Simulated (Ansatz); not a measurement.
# SiCl2: geometry and frequencies at several levels, part 1 of 2

The task, for SiCl2: geometry and frequencies at several levels.

Computed with Ansatz 0.2.0 (the levels named in each step, unless a step's input says otherwise).

## 1. Starting point

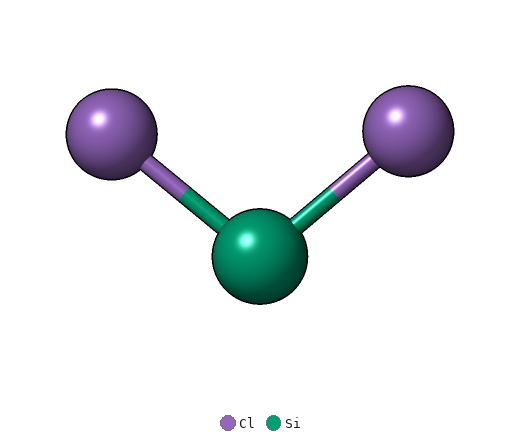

The starting structure, seen from a chosen angle (chlorine purple, silicon teal).

Coordinates:

```xyz
3

Cl   -1.5838   -0.3713   -0.0033
Si   -0.0003    0.9341   -0.0039
Cl    1.5844   -0.3687    0.0064
```

## 2. A rough first relaxation, PBE-D4/def2-SVP

This run stands in another session on the same molecule. It ended at:

```xyz
3

Cl   -1.6363   -0.3811   -0.0034
Si   -0.0006    0.9538   -0.0040
Cl    1.6372   -0.3786    0.0066
```

## 3. Relaxation, HF/STO-3G

Input file input.yaml:

```yaml
crystal:
  periodic: [false, false, false]
  atoms:
    - { symbol: Cl, position_ang: [-1.63633876, -0.38106173, -0.00340962] }
    - { symbol: Si, position_ang: [-0.00056544, 0.95375784, -0.00395255] }
    - { symbol: Cl, position_ang: [1.6372442, -0.37859611, 0.00656217] }
basis:
  gaussian: { orbitals: STO-3G }
hamiltonian:
  xc: hf
relax:
  f_tol: 0.002
  max_steps: 150
```

Command:

```bash
$ ansatz run input.yaml --threads 2 --pin off --max-ram 5120MiB --backend cpu --events-out ev --progress --plain --runs-dir out
```

The log of the run, shortened:

```text
Warning: RAYON_NUM_THREADS=2 ignored (pool sized by the plan → 2); use --threads N
[...]
Functional definition: HF
[...]
328 factors; integrals over basis functions are off by at most 4.5e-6 eV
[...]
mean field -32513.38438280 eV, -1194.8448377045 hartree, gradient 2.6e-5 eV, S^2 0.000000; 0 other end points of the search recorded, 0 dependent functions left out
[...]
reference -32513.38438280 eV, -1194.8448377045 hartree; 24, 24 occupied and 3, 3 virtual orbitals, 328 factors
relax step   1: F+E_penalty+E_count = -32513.38438280 eV  Δ(F+E_penalty+E_count) = +0.000e0 eV  max|allowed force component| = 2.714e-1 eV/Å  Δτ_max = 0.0000 Å  (25 SCF iters, accepted)
[...]
relax step   4: F+E_penalty+E_count = -32513.40198975 eV  Δ(F+E_penalty+E_count) = -8.063e-5 eV  max|allowed force component| = 5.175e-2 eV/Å  Δτ_max = 0.0032 Å  (21 SCF iters, accepted)
[...]
relax step   5: F+E_penalty+E_count = -32513.40205422 eV  Δ(F+E_penalty+E_count) = -6.447e-5 eV  max|allowed force component| = 9.369e-4 eV/Å  Δτ_max = 0.0020 Å  (22 SCF iters, accepted)
328 factors; integrals over basis functions are off by at most 4.5e-6 eV
mean field -32513.40205422 eV, -1194.8454871172 hartree, gradient 2.1e-5 eV, S^2 0.000000; 1 other end points of the search recorded, 0 dependent functions left out
[...]
reference -32513.40205422 eV, -1194.8454871172 hartree; 24, 24 occupied and 3, 3 virtual orbitals, 328 factors
Total energy: -32513.40205422 eV, -1194.8454871172 hartree
Atom 0 at    -1.593211    -0.397028    -0.003212 Å, force    -0.000022     0.000472    -0.000002 eV/Å
Atom 1 at    -0.000573     0.985740    -0.004085 Å, force    -0.000009    -0.000937     0.000004 eV/Å
Atom 2 at     1.594124    -0.394612     0.006497 Å, force     0.000031     0.000464    -0.000002 eV/Å
Dipole moment:    -0.000546     0.733925    -0.003043 e Å
```

It took 0.93 s on 2 threads of Intel Xeon at 2.60GHz (Ice Lake), shared host; peak memory 0.093 GiB.

Step by step:

| step | energy from step 1 (eV) | largest force component (eV/Å) |
| --- | --- | --- |
| 1 | 0.0000 | 0.2714 |
| 2 | 0.0254 | 0.5717 |
| 3 | -0.0175 | 0.0404 |
| 4 | -0.0176 | 0.0517 |
| 5 | -0.0177 | 0.0009 |

Step 1 is the start. Step 2 was tried and not accepted.

Before: Bond lengths: Cl1–Si2 2.111 Å, Si2–Cl3 2.111 Å. Angles: Cl1–Si2–Cl3 101.7°.

After: Bond lengths: Cl1–Si2 2.109 Å, Si2–Cl3 2.109 Å. Angles: Cl1–Si2–Cl3 98.2°.

## 4. Frequencies, HF/STO-3G

Input file input.yaml:

```yaml
crystal:
  periodic: [false, false, false]
  atoms:
    - { symbol: Cl, position_ang: [-1.59321107, -0.39702816, -0.00321196] }
    - { symbol: Si, position_ang: [-0.00057294, 0.98574023, -0.00408509] }
    - { symbol: Cl, position_ang: [1.59412401, -0.39461207, 0.00649705] }
basis:
  gaussian: { orbitals: STO-3G }
hamiltonian:
  xc: hf
phonons: {}
```

Command:

```bash
$ ansatz run input.yaml --threads 2 --pin off --max-ram 5120MiB --backend cpu --events-out ev --progress --plain --runs-dir out
```

The log of the run, shortened:

```text
Warning: RAYON_NUM_THREADS=2 ignored (pool sized by the plan → 2); use --threads N
[...]
[... 1 set-up line as earlier in the session ...]
[...]
326 factors; integrals over basis functions are off by at most 4.7e-6 eV
[...]
mean field -32513.40205971 eV, -1194.8454873190 hartree, gradient 2.6e-5 eV, S^2 0.000000; 0 other end points of the search recorded, 0 dependent functions left out
[...]
reference -32513.40205971 eV, -1194.8454873190 hartree; 24, 24 occupied and 3, 3 virtual orbitals, 326 factors
[...]
326 factors; integrals over basis functions are off by at most 4.7e-6 eV
[...]
mean field -32513.40202968 eV, -1194.8454862152 hartree, gradient 9.3e-7 eV, S^2 0.000000; 0 other end points of the search recorded, 0 dependent functions left out
[...]
reference -32513.40202968 eV, -1194.8454862152 hartree; 24, 24 occupied and 3, 3 virtual orbitals, 326 factors
[...]
326 factors; integrals over basis functions are off by at most 4.7e-6 eV
[...]
mean field -32513.40201358 eV, -1194.8454856235 hartree, gradient 9.3e-7 eV, S^2 0.000000; 0 other end points of the search recorded, 0 dependent functions left out
[...]
reference -32513.40201358 eV, -1194.8454856235 hartree; 24, 24 occupied and 3, 3 virtual orbitals, 326 factors
[...]
326 factors; integrals over basis functions are off by at most 4.7e-6 eV
mean field -32513.40201103 eV, -1194.8454855299 hartree, gradient 9.3e-7 eV, S^2 0.000000; 0 other end points of the search recorded, 0 dependent functions left out
[...]
reference -32513.40201103 eV, -1194.8454855299 hartree; 24, 24 occupied and 3, 3 virtual orbitals, 326 factors
Total energy: -32513.40205971 eV, -1194.8454873190 hartree
Atom 0 at    -1.593211    -0.397028    -0.003212 Å, force    -0.000024     0.000477    -0.000002 eV/Å
Atom 1 at    -0.000573     0.985740    -0.004085 Å, force     0.000001    -0.000955     0.000004 eV/Å
Atom 2 at     1.594124    -0.394612     0.006497 Å, force     0.000023     0.000477    -0.000002 eV/Å
Dipole moment:    -0.000547     0.733925    -0.003043 e Å
Vibrations: 236.27 609.64 616.33 cm⁻¹, zero-point energy 0.090647 eV
```

Run time: 0.91 s. Hardware: 2 threads of Intel Xeon at 2.60GHz (Ice Lake), shared host; peak memory 0.095 GiB.

Harmonic frequencies (cm⁻¹; negative: imaginary): 236, 610, 616.

## 5. Relaxation, HF/6-31G*

Input file input.yaml:

```yaml
crystal:
  periodic: [false, false, false]
  atoms:
    - { symbol: Cl, position_ang: [-1.63633876, -0.38106173, -0.00340962] }
    - { symbol: Si, position_ang: [-0.00056544, 0.95375784, -0.00395255] }
    - { symbol: Cl, position_ang: [1.6372442, -0.37859611, 0.00656217] }
basis:
  gaussian: { orbitals: "6-31G*" }
hamiltonian:
  xc: hf
relax:
  f_tol: 0.002
  max_steps: 150
```

Command:

```bash
$ ansatz run input.yaml --threads 2 --pin off --max-ram 5120MiB --backend cpu --events-out ev --progress --plain --runs-dir out
```

The log of the run, shortened:

```text
Warning: RAYON_NUM_THREADS=2 ignored (pool sized by the plan → 2); use --threads N
[...]
[... 1 set-up line as earlier in the session ...]
[...]
548 factors; integrals over basis functions are off by at most 1.9e-4 eV
[...]
mean field -32869.80772895 eV, -1207.9431540828 hartree, gradient 2.3e-5 eV, S^2 0.000000; 0 other end points of the search recorded, 0 dependent functions left out
[...]
reference -32869.80772895 eV, -1207.9431540828 hartree; 24, 24 occupied and 33, 33 virtual orbitals, 548 factors
relax step   1: F+E_penalty+E_count = -32869.80772895 eV  Δ(F+E_penalty+E_count) = +0.000e0 eV  max|allowed force component| = 5.595e-1 eV/Å  Δτ_max = 0.0000 Å  (33 SCF iters, accepted)
[...]
relax step   4: F+E_penalty+E_count = -32869.82202776 eV  Δ(F+E_penalty+E_count) = -1.203e-3 eV  max|allowed force component| = 3.585e-3 eV/Å  Δτ_max = 0.0102 Å  (27 SCF iters, accepted)
[...]
relax step   5: F+E_penalty+E_count = -32869.82202825 eV  Δ(F+E_penalty+E_count) = -4.814e-7 eV  max|allowed force component| = 8.712e-4 eV/Å  Δτ_max = 0.0001 Å  (21 SCF iters, accepted)
548 factors; integrals over basis functions are off by at most 2.2e-4 eV
mean field -32869.82202825 eV, -1207.9436795725 hartree, gradient 5.0e-5 eV, S^2 0.000000; 1 other end points of the search recorded, 0 dependent functions left out
[...]
reference -32869.82202825 eV, -1207.9436795725 hartree; 24, 24 occupied and 33, 33 virtual orbitals, 548 factors
Total energy: -32869.82202825 eV, -1207.9436795725 hartree
Atom 0 at    -1.611474    -0.376298    -0.003354 Å, force    -0.000358    -0.000435     0.000001 eV/Å
Atom 1 at    -0.000542     0.944254    -0.003913 Å, force    -0.000002     0.000871    -0.000004 eV/Å
Atom 2 at     1.612355    -0.373856     0.006467 Å, force     0.000359    -0.000436     0.000003 eV/Å
Dipole moment:    -0.000247     0.331359    -0.001374 e Å
```

Run time: 2.9 s. Hardware: 2 threads of Intel Xeon at 2.60GHz (Ice Lake), shared host; peak memory 0.12 GiB.

Step by step:

```
step  energy from step 1 (eV)  largest force component (eV/Å)
   1                   0.0000                          0.5595
   2                  -0.0131                          0.1590
   3                  -0.0125                          0.1951
   4                  -0.0143                          0.0036
   5                  -0.0143                          0.0009
```

Step 1 is the start. Step 3 was tried and not accepted.

Before: Bond lengths: Cl1–Si2 2.111 Å, Si2–Cl3 2.111 Å. Angles: Cl1–Si2–Cl3 101.7°.

After: Bond lengths: Cl1–Si2 2.083 Å, Si2–Cl3 2.083 Å. Angles: Cl1–Si2–Cl3 101.4°.

## 6. Frequencies, HF/6-31G*

Input file input.yaml:

```yaml
crystal:
  periodic: [false, false, false]
  atoms:
    - { symbol: Cl, position_ang: [-1.61147361, -0.37629817, -0.00335354] }
    - { symbol: Si, position_ang: [-0.00054187, 0.944254, -0.0039131] }
    - { symbol: Cl, position_ang: [1.61235548, -0.37385583, 0.00646664] }
basis:
  gaussian: { orbitals: "6-31G*" }
hamiltonian:
  xc: hf
phonons: {}
```

Command:

```bash
$ ansatz run input.yaml --threads 2 --pin off --max-ram 5120MiB --backend cpu --events-out ev --progress --plain --runs-dir out
```

The log of the run, shortened:

```text
Warning: RAYON_NUM_THREADS=2 ignored (pool sized by the plan → 2); use --threads N
[...]
[... 1 set-up line as earlier in the session ...]
[...]
548 factors; integrals over basis functions are off by at most 2.1e-4 eV
[...]
mean field -32869.82202807 eV, -1207.9436795659 hartree, gradient 2.0e-5 eV, S^2 0.000000; 0 other end points of the search recorded, 0 dependent functions left out
[...]
reference -32869.82202807 eV, -1207.9436795659 hartree; 24, 24 occupied and 33, 33 virtual orbitals, 548 factors
[...]
548 factors; integrals over basis functions are off by at most 2.1e-4 eV
[...]
mean field -32869.82200418 eV, -1207.9436786879 hartree, gradient 4.8e-6 eV, S^2 0.000000; 0 other end points of the search recorded, 0 dependent functions left out
[...]
reference -32869.82200418 eV, -1207.9436786879 hartree; 24, 24 occupied and 33, 33 virtual orbitals, 548 factors
[...]
548 factors; integrals over basis functions are off by at most 2.1e-4 eV
[...]
mean field -32869.82199041 eV, -1207.9436781820 hartree, gradient 6.9e-6 eV, S^2 0.000000; 0 other end points of the search recorded, 0 dependent functions left out
[...]
reference -32869.82199041 eV, -1207.9436781820 hartree; 24, 24 occupied and 33, 33 virtual orbitals, 548 factors
[...]
548 factors; integrals over basis functions are off by at most 2.1e-4 eV
mean field -32869.82199312 eV, -1207.9436782816 hartree, gradient 5.9e-6 eV, S^2 0.000000; 0 other end points of the search recorded, 0 dependent functions left out
[...]
reference -32869.82199312 eV, -1207.9436782816 hartree; 24, 24 occupied and 33, 33 virtual orbitals, 548 factors
Total energy: -32869.82202807 eV, -1207.9436795659 hartree
Atom 0 at    -1.611474    -0.376298    -0.003354 Å, force    -0.000357    -0.000434     0.000001 eV/Å
Atom 1 at    -0.000542     0.944254    -0.003913 Å, force    -0.000001     0.000867    -0.000004 eV/Å
Atom 2 at     1.612355    -0.373856     0.006467 Å, force     0.000358    -0.000433     0.000003 eV/Å
Dipole moment:    -0.000247     0.331358    -0.001374 e Å
Vibrations: 217.95 530.06 537.87 cm⁻¹, zero-point energy 0.079714 eV
```

It took 2.6 s on 2 threads of Intel Xeon at 2.60GHz (Ice Lake), shared host; peak memory 0.11 GiB.

Harmonic frequencies (cm⁻¹; negative: imaginary): 218, 530, 538.

## 7. Relaxation, LDA/def2-SVP

Input file input.yaml:

```yaml
crystal:
  periodic: [false, false, false]
  atoms:
    - { symbol: Cl, position_ang: [-1.63633876, -0.38106173, -0.00340962] }
    - { symbol: Si, position_ang: [-0.00056544, 0.95375784, -0.00395255] }
    - { symbol: Cl, position_ang: [1.6372442, -0.37859611, 0.00656217] }
basis:
  gaussian: { orbitals: def2-SVP }
hamiltonian:
  xc: lda
relax:
  f_tol: 0.002
  max_steps: 150
```

Command:

```bash
$ ansatz run input.yaml --threads 2 --pin off --max-ram 5120MiB --backend cpu --events-out ev --progress --plain --runs-dir out
```

The log of the run, shortened:

```text
Warning: RAYON_NUM_THREADS=2 ignored (pool sized by the plan → 2); use --threads N
[...]
Functional definition: SPW92
[...]
586 factors; their error is unknown
[...]
mean field -32801.76546238 eV, -1205.4426469073 hartree, gradient 6.3e-6 eV, S^2 0.000000; 0 other end points of the search recorded, 0 dependent functions left out
[...]
reference -32801.76548470 eV, -1205.4426477274 hartree; 24, 24 occupied and 30, 30 virtual orbitals, 586 factors
relax step   1: F+E_penalty+E_count = -32801.76546238 eV  Δ(F+E_penalty+E_count) = +0.000e0 eV  max|allowed force component| = 4.534e-1 eV/Å  Δτ_max = 0.0000 Å  (25 SCF iters, accepted)
[...]
relax step   3: F+E_penalty+E_count = -32801.77525419 eV  Δ(F+E_penalty+E_count) = -4.601e-4 eV  max|allowed force component| = 1.409e-2 eV/Å  Δτ_max = 0.0070 Å  (28 SCF iters, accepted)
[...]
relax step   4: F+E_penalty+E_count = -32801.77526246 eV  Δ(F+E_penalty+E_count) = -8.268e-6 eV  max|allowed force component| = 6.785e-5 eV/Å  Δτ_max = 0.0009 Å  (18 SCF iters, accepted)
586 factors; their error is unknown
mean field -32801.77526246 eV, -1205.4430070537 hartree, gradient 2.2e-5 eV, S^2 0.000000; 1 other end points of the search recorded, 0 dependent functions left out
[...]
reference -32801.77528467 eV, -1205.4430078697 hartree; 24, 24 occupied and 30, 30 virtual orbitals, 586 factors
Total energy: -32801.77528467 eV, -1205.4430078697 hartree
Atom 0 at    -1.613067    -0.377902    -0.003352 Å, force    -0.000048     0.000032    -0.000000 eV/Å
Atom 1 at    -0.000544     0.947460    -0.003926 Å, force     0.000004    -0.000068     0.000000 eV/Å
Atom 2 at     1.613951    -0.375458     0.006478 Å, force     0.000044     0.000036    -0.000000 eV/Å
Dipole moment:    -0.000104     0.138795    -0.000575 e Å
```

Wall time 1.6 s (2 threads of Intel Xeon at 2.60GHz (Ice Lake), shared host); peak memory 0.12 GiB.

The steps of the relaxation:

```
step  E - E(step 1) (eV)  largest force component (eV/Å)
   1              0.0000                          0.4534
   2             -0.0093                          0.1203
   3             -0.0098                          0.0141
   4             -0.0098                          0.0001
```

Step 1 is the start.

Before: Bond lengths: Cl1–Si2 2.111 Å, Si2–Cl3 2.111 Å. Angles: Cl1–Si2–Cl3 101.7°.

After: Bond lengths: Cl1–Si2 2.087 Å, Si2–Cl3 2.087 Å. Angles: Cl1–Si2–Cl3 101.3°.

## 8. Frequencies, LDA/def2-SVP

Input file input.yaml:

```yaml
crystal:
  periodic: [false, false, false]
  atoms:
    - { symbol: Cl, position_ang: [-1.61306681, -0.37790226, -0.00335175] }
    - { symbol: Si, position_ang: [-0.00054437, 0.94746, -0.00392639] }
    - { symbol: Cl, position_ang: [1.61395118, -0.37545774, 0.00647814] }
basis:
  gaussian: { orbitals: def2-SVP }
hamiltonian:
  xc: lda
phonons: {}
```

Command:

```bash
$ ansatz run input.yaml --threads 2 --pin off --max-ram 5120MiB --backend cpu --events-out ev --progress --plain --runs-dir out
```

The log of the run, shortened:

```text
Warning: RAYON_NUM_THREADS=2 ignored (pool sized by the plan → 2); use --threads N
[...]
[... 1 set-up line as earlier in the session ...]
[...]
586 factors; their error is unknown
[...]
mean field -32801.77526246 eV, -1205.4430070537 hartree, gradient 8.0e-6 eV, S^2 0.000000; 0 other end points of the search recorded, 0 dependent functions left out
[...]
reference -32801.77528467 eV, -1205.4430078697 hartree; 24, 24 occupied and 30, 30 virtual orbitals, 586 factors
[...]
586 factors; their error is unknown
[...]
mean field -32801.77524065 eV, -1205.4430062519 hartree, gradient 2.8e-6 eV, S^2 0.000000; 0 other end points of the search recorded, 0 dependent functions left out
[...]
reference -32801.77526286 eV, -1205.4430070682 hartree; 24, 24 occupied and 30, 30 virtual orbitals, 586 factors
[...]
586 factors; their error is unknown
[...]
586 factors; their error is unknown
mean field -32801.77522745 eV, -1205.4430057669 hartree, gradient 6.5e-7 eV, S^2 0.000000; 0 other end points of the search recorded, 0 dependent functions left out
[...]
reference -32801.77524966 eV, -1205.4430065832 hartree; 24, 24 occupied and 30, 30 virtual orbitals, 586 factors
[...]
586 factors; their error is unknown
mean field -32801.77522741 eV, -1205.4430057657 hartree, gradient 9.1e-7 eV, S^2 0.000000; 0 other end points of the search recorded, 0 dependent functions left out
[...]
reference -32801.77524961 eV, -1205.4430065815 hartree; 24, 24 occupied and 30, 30 virtual orbitals, 586 factors
Total energy: -32801.77528467 eV, -1205.4430078697 hartree
Atom 0 at    -1.613067    -0.377902    -0.003352 Å, force    -0.000045     0.000033    -0.000000 eV/Å
Atom 1 at    -0.000544     0.947460    -0.003926 Å, force     0.000000    -0.000066     0.000000 eV/Å
Atom 2 at     1.613951    -0.375458     0.006478 Å, force     0.000045     0.000033     0.000000 eV/Å
Dipole moment:    -0.000103     0.138795    -0.000575 e Å
Vibrations: 187.31 523.73 529.52 cm⁻¹, zero-point energy 0.076905 eV
```

Wall time 1.7 s (2 threads of Intel Xeon at 2.60GHz (Ice Lake), shared host); peak memory 0.11 GiB.

Harmonic frequencies (cm⁻¹; negative: imaginary): 187, 524, 530.

## 9. Relaxation, PBE-D4/def2-SVP

Input file input.yaml:

```yaml
crystal:
  periodic: [false, false, false]
  atoms:
    - { symbol: Cl, position_ang: [-1.63633876, -0.38106173, -0.00340962] }
    - { symbol: Si, position_ang: [-0.00056544, 0.95375784, -0.00395255] }
    - { symbol: Cl, position_ang: [1.6372442, -0.37859611, 0.00656217] }
basis:
  gaussian: { orbitals: def2-SVP }
hamiltonian:
  xc: pbe
  dispersion: d4
relax:
  f_tol: 0.002
  max_steps: 150
```

Command:

```bash
$ ansatz run input.yaml --threads 2 --pin off --max-ram 5120MiB --backend cpu --events-out ev --progress --plain --runs-dir out
```

The log of the run, shortened:

```text
Warning: RAYON_NUM_THREADS=2 ignored (pool sized by the plan → 2); use --threads N
[...]
Functional definition: PBE
[...]
586 factors; their error is unknown
[...]
mean field -32899.97253865 eV, -1209.0516903932 hartree, gradient 4.6e-6 eV, S^2 0.000000; 0 other end points of the search recorded, 0 dependent functions left out
[...]
reference -32899.97256242 eV, -1209.0516912668 hartree; 24, 24 occupied and 30, 30 virtual orbitals, 586 factors
relax step   1: F+E_penalty+E_count = -32900.06921557 eV  Δ(F+E_penalty+E_count) = +0.000e0 eV  max|allowed force component| = 2.268e-2 eV/Å  Δτ_max = 0.0000 Å  (25 SCF iters, accepted)
[...]
relax step   2: F+E_penalty+E_count = -32900.06923291 eV  Δ(F+E_penalty+E_count) = -1.733e-5 eV  max|allowed force component| = 4.868e-3 eV/Å  Δτ_max = 0.0023 Å  (18 SCF iters, accepted)
[...]
relax step   3: F+E_penalty+E_count = -32900.06923831 eV  Δ(F+E_penalty+E_count) = -5.407e-6 eV  max|allowed force component| = 2.958e-4 eV/Å  Δτ_max = 0.0011 Å  (18 SCF iters, accepted)
586 factors; their error is unknown
[...]
mean field -32899.97258392 eV, -1209.0516920568 hartree, gradient 1.6e-5 eV, S^2 0.000000; 1 other end points of the search recorded, 0 dependent functions left out
[...]
reference -32899.97260771 eV, -1209.0516929309 hartree; 24, 24 occupied and 30, 30 virtual orbitals, 586 factors
Total energy: -32900.06926210 eV, -1209.0552449143 hartree
Atom 0 at    -1.637343    -0.380279    -0.003416 Å, force    -0.000261    -0.000163    -0.000000 eV/Å
Atom 1 at    -0.000549     0.952178    -0.003946 Å, force     0.000037     0.000296    -0.000001 eV/Å
Atom 2 at     1.638232    -0.377799     0.006562 Å, force     0.000223    -0.000132     0.000001 eV/Å
Dipole moment:    -0.000132     0.172593    -0.000716 e Å
```

It took 1.7 s on 2 threads of Intel Xeon at 2.60GHz (Ice Lake), shared host; peak memory 0.12 GiB.

Relaxation path:

```csv
step,energy from step 1 (eV),largest force component (eV/Å)
1,0.0000,0.0227
2,0.0000,0.0049
3,0.0000,0.0003
```

Step 1 is the start.

Before: Bond lengths: Cl1–Si2 2.111 Å, Si2–Cl3 2.111 Å. Angles: Cl1–Si2–Cl3 101.7°.

After: Bond lengths: Cl1–Si2 2.111 Å, Si2–Cl3 2.111 Å. Angles: Cl1–Si2–Cl3 101.8°.

(Continued in part 2 of 2.)
